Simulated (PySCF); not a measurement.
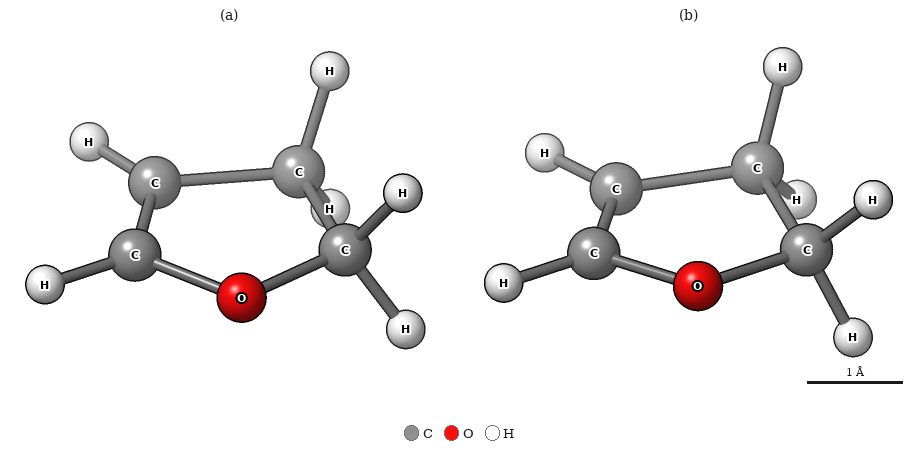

The structure of C$_{4}$H$_{6}$O before (left) and after (right) a relaxation, at one scale.

Style: ball-and-stick. Shown from a free direction.

The start comes from GFN2-xTB. Its atoms were then displaced at random by about 0.01 Å.

Computed with PBE0-D3(BJ)/def2-SVP geometry optimisation, gas phase (PySCF). 

**Summarise the run.**

An H atom moves most after the best rigid fit: 0.16 Å. By element the largest moves are H 0.16 Å, O 0.15 Å, C 0.08 Å. Near-neighbour distances that change, for instance: C–H 1.032 → 1.088 Å, C–O 1.381 → 1.432 Å, C–H 1.076 → 1.102 Å, C–C 1.528 → 1.506 Å. Bond angles that change, for instance: C–C–H 129.0° → 125.9°, O–C–C 109.3° → 107.0°, H–C–H 105.9° → 108.1°. After 6 geometry steps the energy has fallen by 0.150 eV.
